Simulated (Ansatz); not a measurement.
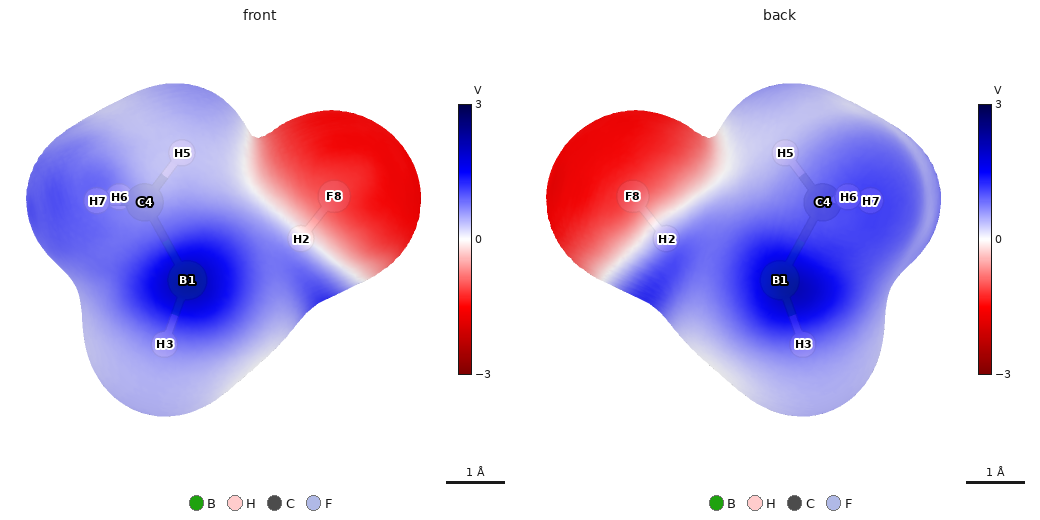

The picture shows: CH$_{4}$B···HF (doublet). The electrostatic potential painted on the density surface at 0.002 e/bohr³, seen from the front and from behind; the colour scale runs from red (negative) to blue (positive).

Theory: Ansatz 0.2.0, UKS BHLYP/6-31G*.

```yaml
atoms:
  - { symbol: B, position_ang: [0.1822, 0.1999, -0.3138] }
  - { symbol: H, position_ang: [0.0041, -0.1333, 1.7514] }
  - { symbol: H, position_ang: [1.1403, 0.4554, -0.9620] }
  - { symbol: C, position_ang: [-1.2892, -0.0126, -0.7106] }
  - { symbol: H, position_ang: [-1.8956, -0.4603, 0.0711] }
  - { symbol: H, position_ang: [-1.6957, 0.9860, -0.9071] }
  - { symbol: H, position_ang: [-1.4012, -0.5766, -1.6369] }
  - { symbol: F, position_ang: [-0.5195, -0.4585, 2.4572] }
```

**Which sites attract a positive test charge, and which a negative one?**

A positive charge is drawn to the negative regions and a negative charge to the positive ones. The most negative region (about −1.6 V) lies over F8, the most positive (about +2.0 V) over B1.
